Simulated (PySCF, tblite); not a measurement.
# H11NOSi4: a rotation path, then NMR shifts on frames, part 2 of 2

tblite 0.8.0 and PySCF 2.14.0. Atoms count from 0.

**5. Nuclear shieldings: image 6, PBE0/pcSseg-1**

The job: settings as JSON, then the geometry in Å.

```
{"job": {"kind": "nmr", "xc": "PBE0", "basis": "pcSseg-1", "pop": false}, "charge": 0, "multiplicity": 1}
Si     2.690400    -1.243500     0.006600
O      1.656400    -0.376000    -0.882800
Si     0.313100     0.406300    -1.314900
N     -0.854500     0.473200    -0.027900
Si    -1.078600    -0.876400     1.051300
Si    -1.960700     1.815600     0.097100
H      2.121900    -2.579300     0.194100
H      3.912100    -1.287800    -0.793100
H      2.897200    -0.559000     1.283000
H      0.748400     1.761500    -1.630600
H     -0.217100    -0.345300    -2.453100
H     -1.810500    -0.366800     2.212600
H      0.213600    -1.403300     1.482100
H     -1.858800    -1.919600     0.374000
H     -1.781200     2.667800    -1.075000
H     -1.668000     2.546900     1.333500
H     -3.330700     1.297700     0.133000
```

Level: GIAO PBE0/pcSseg-1 NMR shielding, non-relativistic, gas phase.

Log:

```text
coarse grid: 15464 points
cycle   1  E = -1293.8122663771  dE =  3.656e-01  |g| = 8.486e-01  |ddm| = 3.758e+00
cycle   2  E = -1293.5907047280  dE =  2.216e-01  |g| = 1.351e+00  |ddm| = 1.753e+00
cycle   3  E = -1293.9394229787  dE = -3.487e-01  |g| = 8.080e-02  |ddm| = 1.261e+00
cycle   4  E = -1293.9405113656  dE = -1.088e-03  |g| = 3.787e-02  |ddm| = 1.046e-01
cycle   5  E = -1293.9407277217  dE = -2.164e-04  |g| = 1.556e-02  |ddm| = 3.681e-02
cycle   6  E = -1293.9407799190  dE = -5.220e-05  |g| = 1.334e-03  |ddm| = 1.590e-02
cycle   7  E = -1293.9407803186  dE = -3.996e-07  |g| = 3.493e-04  |ddm| = 1.829e-03
final grid: 129000 points
cycle   8  E = -1293.9808276939  dE = -8.970e-06  |g| = 7.993e-03  |ddm| = 1.733e-02
cycle   9  E = -1293.9808078653  dE =  1.983e-05  |g| = 1.300e-02  |ddm| = 1.454e-02
cycle  10  E = -1293.9808388441  dE = -3.098e-05  |g| = 3.955e-04  |ddm| = 9.346e-03
cycle  11  E = -1293.9808388670  dE = -2.298e-08  |g| = 1.615e-04  |ddm| = 4.677e-04
cycle  12  E = -1293.9808388721  dE = -5.012e-09  |g| = 3.755e-05  |ddm| = 1.509e-04
cycle  13  E = -1293.9808388723  dE = -2.665e-10  |g| = 7.930e-06  |ddm| = 4.234e-05
converged SCF energy = -1293.9808388723

GIAO shielding tensors (ppm)
atom      isotropic    diamagn.    paramagn.     s11        s22        s33       span
  0 Si     392.633     879.843    -487.210    357.124    366.279    454.497     97.373
  1 O      305.381     399.974     -94.592    236.353    308.306    371.485    135.132
  2 Si     384.806     881.392    -496.586    362.057    387.866    404.494     42.437
  3 N      264.638     335.007     -70.369    233.151    274.721    286.041     52.890
  4 Si     403.731     882.248    -478.517    368.395    380.282    462.516     94.121
  5 Si     405.861     880.031    -474.170    370.158    383.940    463.486     93.328
  6 H       26.406      30.209      -3.803     23.002     25.315     30.900      7.898
  7 H       26.525      28.167      -1.641     22.894     24.745     31.938      9.043
  8 H       26.471      30.503      -4.032     23.143     25.135     31.134      7.990
  9 H       26.678      30.927      -4.249     22.417     25.812     31.805      9.389
 10 H       26.576      30.442      -3.866     22.620     25.072     32.035      9.416
 11 H       26.941      30.651      -3.710     23.439     25.663     31.720      8.281
 12 H       26.727      33.128      -6.401     22.209     26.840     31.132      8.922
 13 H       26.859      30.568      -3.709     23.448     24.435     32.694      9.246
 14 H       27.054      29.163      -2.109     23.394     25.815     31.954      8.560
 15 H       26.952      29.462      -2.510     22.961     25.095     32.801      9.840
 16 H       27.083      28.744      -1.661     23.419     25.256     32.573      9.154
```

Run time: 62 s. Hardware: 1 thread, shared host.

This run: δ Si2 -35.6, Si0 -43.5, Si4 -54.6, Si5 -56.7, H6 5.31, H8 5.25 ppm.

**6. NMR shieldings: image 7, PBE0/pcSseg-1**

The job: settings as JSON, then the geometry in Å.

```
{"job": {"kind": "nmr", "xc": "PBE0", "basis": "pcSseg-1", "pop": false}, "charge": 0, "multiplicity": 1}
Si     2.598700    -1.436900    -0.102600
O      1.684700    -0.325300    -0.837100
Si     0.408500     0.589500    -1.206300
N     -0.827500     0.534800     0.014900
Si    -0.919300    -0.739000     1.200600
Si    -2.111300     1.714200    -0.029800
H      1.836700    -2.683700    -0.028000
H      3.781000    -1.562800    -0.951500
H      2.950500    -0.938900     1.227800
H      0.940800     1.945600    -1.301400
H     -0.102200     0.051300    -2.468000
H     -1.825800    -0.266600     2.248900
H      0.398500    -0.995400     1.776700
H     -1.455400    -1.952800     0.572700
H     -1.962800     2.497800    -1.253100
H     -2.005100     2.567600     1.156900
H     -3.397100     1.012800    -0.030400
```

Level: GIAO PBE0/pcSseg-1 NMR shielding, non-relativistic, gas phase.

Log:

```text
coarse grid: 15464 points
cycle   1  E = -1293.8123680069  dE =  3.682e-01  |g| = 8.486e-01  |ddm| = 3.759e+00
cycle   2  E = -1293.5929158769  dE =  2.195e-01  |g| = 1.347e+00  |ddm| = 1.730e+00
cycle   3  E = -1293.9395017706  dE = -3.466e-01  |g| = 8.095e-02  |ddm| = 1.240e+00
cycle   4  E = -1293.9405897837  dE = -1.088e-03  |g| = 3.814e-02  |ddm| = 1.032e-01
cycle   5  E = -1293.9408113309  dE = -2.215e-04  |g| = 1.546e-02  |ddm| = 3.719e-02
cycle   6  E = -1293.9408627856  dE = -5.145e-05  |g| = 1.332e-03  |ddm| = 1.596e-02
cycle   7  E = -1293.9408631832  dE = -3.976e-07  |g| = 3.526e-04  |ddm| = 1.856e-03
final grid: 129000 points
cycle   8  E = -1293.9804062574  dE = -8.780e-06  |g| = 7.639e-03  |ddm| = 1.673e-02
cycle   9  E = -1293.9803881018  dE =  1.816e-05  |g| = 1.241e-02  |ddm| = 1.390e-02
cycle  10  E = -1293.9804165134  dE = -2.841e-05  |g| = 3.761e-04  |ddm| = 8.987e-03
cycle  11  E = -1293.9804165344  dE = -2.102e-08  |g| = 1.367e-04  |ddm| = 4.391e-04
cycle  12  E = -1293.9804165379  dE = -3.518e-09  |g| = 3.895e-05  |ddm| = 1.353e-04
cycle  13  E = -1293.9804165382  dE = -2.742e-10  |g| = 7.880e-06  |ddm| = 3.979e-05
converged SCF energy = -1293.9804165382

GIAO shielding tensors (ppm)
atom      isotropic    diamagn.    paramagn.     s11        s22        s33       span
  0 Si     391.688     879.805    -488.117    356.400    364.632    454.032     97.632
  1 O      309.050     399.561     -90.512    243.309    309.977    373.863    130.554
  2 Si     386.541     881.498    -494.957    367.199    383.387    409.038     41.839
  3 N      271.150     335.053     -63.903    246.060    271.763    295.628     49.568
  4 Si     403.315     882.337    -479.023    369.856    378.904    461.184     91.328
  5 Si     409.589     880.030    -470.442    369.273    397.632    461.862     92.589
  6 H       26.439      30.343      -3.905     23.032     25.361     30.924      7.892
  7 H       26.502      28.133      -1.631     22.885     24.708     31.913      9.028
  8 H       26.392      30.287      -3.895     23.093     25.080     31.004      7.911
  9 H       26.661      30.729      -4.068     22.399     25.609     31.974      9.575
 10 H       26.565      30.619      -4.053     22.532     25.220     31.944      9.411
 11 H       26.932      30.646      -3.714     23.375     25.729     31.694      8.319
 12 H       26.676      33.030      -6.354     22.600     26.364     31.065      8.465
 13 H       26.826      31.104      -4.278     23.667     24.289     32.523      8.856
 14 H       27.139      28.965      -1.827     23.470     25.810     32.136      8.666
 15 H       27.044      29.224      -2.181     23.078     25.144     32.909      9.831
 16 H       27.118      28.889      -1.770     23.413     25.301     32.640      9.226
```

Run time: 66 s. Hardware: 1 thread, shared host.

In short: δ Si2 -37.4, Si0 -42.5, Si4 -54.2, Si5 -60.4, H8 5.32, H6 5.28 ppm.

**7. NMR shieldings: image 8, PBE0/pcSseg-1**

The job: settings as JSON, then the geometry in Å.

```
{"job": {"kind": "nmr", "xc": "PBE0", "basis": "pcSseg-1", "pop": false}, "charge": 0, "multiplicity": 1}
Si     2.631200    -1.593800    -0.289500
O      1.604400    -0.361700    -0.460500
Si     0.467900     0.651200    -0.990000
N     -0.896000     0.570600     0.078800
Si    -0.936300    -0.612100     1.360400
Si    -2.208500     1.690600    -0.155100
H      1.860700    -2.820800    -0.089600
H      3.432200    -1.668300    -1.512500
H      3.447900    -1.250200     0.872300
H      1.091600     1.970900    -0.938800
H      0.076500     0.227500    -2.334500
H     -2.195100    -0.392500     2.074900
H      0.195300    -0.414100     2.266800
H     -0.909300    -1.959300     0.783800
H     -1.923600     2.445100    -1.374200
H     -2.290500     2.592800     0.996700
H     -3.455300     0.936200    -0.298800
```

Method: GIAO PBE0/pcSseg-1 NMR shielding, non-relativistic, gas phase.

Log:

```text
coarse grid: 15464 points
cycle   1  E = -1293.8134062690  dE =  3.673e-01  |g| = 8.499e-01  |ddm| = 3.751e+00
cycle   2  E = -1293.5895733131  dE =  2.238e-01  |g| = 1.354e+00  |ddm| = 1.721e+00
cycle   3  E = -1293.9408580722  dE = -3.513e-01  |g| = 8.049e-02  |ddm| = 1.235e+00
cycle   4  E = -1293.9420097912  dE = -1.152e-03  |g| = 3.464e-02  |ddm| = 1.043e-01
cycle   5  E = -1293.9421862971  dE = -1.765e-04  |g| = 1.503e-02  |ddm| = 3.451e-02
cycle   6  E = -1293.9422342984  dE = -4.800e-05  |g| = 1.405e-03  |ddm| = 1.498e-02
cycle   7  E = -1293.9422347246  dE = -4.262e-07  |g| = 3.693e-04  |ddm| = 1.829e-03
final grid: 129000 points
cycle   8  E = -1293.9824141589  dE = -9.718e-06  |g| = 7.685e-03  |ddm| = 1.505e-02
cycle   9  E = -1293.9823965938  dE =  1.757e-05  |g| = 1.235e-02  |ddm| = 1.367e-02
cycle  10  E = -1293.9824244022  dE = -2.781e-05  |g| = 3.711e-04  |ddm| = 8.736e-03
cycle  11  E = -1293.9824244230  dE = -2.077e-08  |g| = 1.339e-04  |ddm| = 4.269e-04
cycle  12  E = -1293.9824244263  dE = -3.291e-09  |g| = 4.035e-05  |ddm| = 1.307e-04
cycle  13  E = -1293.9824244266  dE = -3.165e-10  |g| = 7.198e-06  |ddm| = 4.355e-05
converged SCF energy = -1293.9824244266

GIAO shielding tensors (ppm)
atom      isotropic    diamagn.    paramagn.     s11        s22        s33       span
  0 Si     392.943     880.144    -487.201    355.829    360.718    462.282    106.453
  1 O      310.707     398.200     -87.493    246.882    310.174    375.065    128.183
  2 Si     386.367     882.069    -495.703    369.118    380.766    409.216     40.099
  3 N      275.650     334.542     -58.892    249.879    277.013    300.057     50.178
  4 Si     404.345     881.817    -477.472    370.641    381.023    461.371     90.730
  5 Si     410.985     879.922    -468.937    368.625    401.854    462.476     93.852
  6 H       26.417      30.143      -3.726     22.763     25.619     30.870      8.107
  7 H       26.448      28.385      -1.937     22.915     24.731     31.699      8.783
  8 H       26.481      29.268      -2.787     23.063     24.817     31.564      8.502
  9 H       26.599      30.843      -4.244     22.440     25.448     31.908      9.468
 10 H       26.544      31.147      -4.603     22.573     25.317     31.742      9.169
 11 H       27.018      30.401      -3.383     23.419     25.992     31.644      8.226
 12 H       26.830      31.567      -4.737     23.473     25.153     31.864      8.392
 13 H       26.853      31.693      -4.840     23.569     24.935     32.054      8.484
 14 H       27.166      28.976      -1.810     23.552     25.874     32.073      8.521
 15 H       27.092      28.915      -1.823     23.177     25.139     32.961      9.784
 16 H       27.101      29.005      -1.904     23.303     25.294     32.706      9.402
```

Run time: 65 s. Hardware: 1 thread, shared host.

This run: δ Si2 -37.2, Si0 -43.8, Si4 -55.2, Si5 -61.8, H6 5.30, H7 5.27 ppm.

**8. Run by run: NMR shifts**

Shifts (ppm) of some atoms, chosen among heavy atoms and hydrogens apart, with basis size and wall time:

```
  frame   H14   H15    Si2    Si4    Si5    O1    N3  functions  time
image 0  4.85  4.79  -32.4  -51.1  -52.9  36.6  10.1        185  64 s
image 3  4.82  4.93  -31.6  -52.5  -46.2  39.9  13.6        185  64 s
image 6  4.66  4.76  -35.6  -54.6  -56.7  30.7   3.1        185  62 s
image 7  4.58  4.67  -37.4  -54.2  -60.4  27.0  -3.4        185  66 s
image 8  4.55  4.62  -37.2  -55.2  -61.8  25.4  -7.9        185  65 s
```

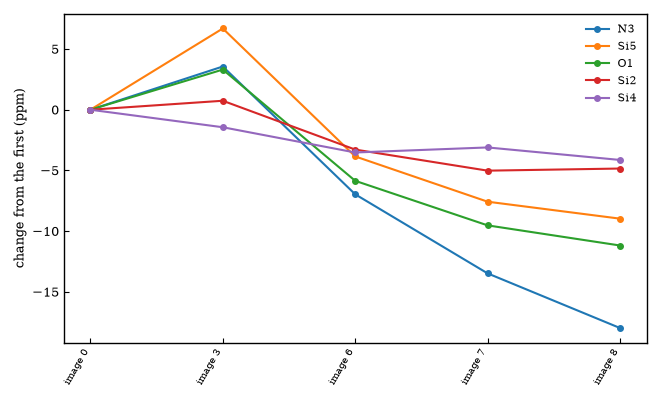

How five of the tabulated atoms move from run to run.

**9. Summary of results**

The summary covers parts 1 to 2.

| quantity | value |
| --- | --- |
| barrier | 0.027 eV (0.6 kcal/mol) at image 6 |
| end to end (GFN2-xTB) | -0.005 eV |
| ¹H shifts against TMS (PBE0/pcSseg-1, image 0) | 5.22, 5.19, 5.17, 5.01, 4.98, 4.85, 4.83, 4.81, 4.80, 4.79, 4.77 ppm |
| ²⁹Si shifts against TMS (PBE0/pcSseg-1, image 0) | -32.4, -44.3, -51.1, -52.9 ppm |
| ¹⁷O shifts against H2O (PBE0/pcSseg-1, image 0) | 36.6 ppm |
| ¹⁵N shifts against NH3 (PBE0/pcSseg-1, image 0) | 10.1 ppm |
| range of the shift of N3 | -7.9 to 13.6 ppm |

What this shows: Along the band the dihedral turns by 119°, and the top (dihedral -37°) lies 0.6 kcal/mol above the start (GFN2-xTB, rough), so at room temperature this motion is fast. Ends this close can change order at a higher level. The top was not checked by a frequency run. Shifts at one fixed geometry are not the observed spectrum, which averages over the motion. In the first frame run (image 0): The largest span, 133 ppm, is at O1, where the paramagnetic term is -101 ppm. In ppm, N3 moves most: its shift spreads over 21.5 ppm, from -7.9 (image 8) to 13.6 (image 3).
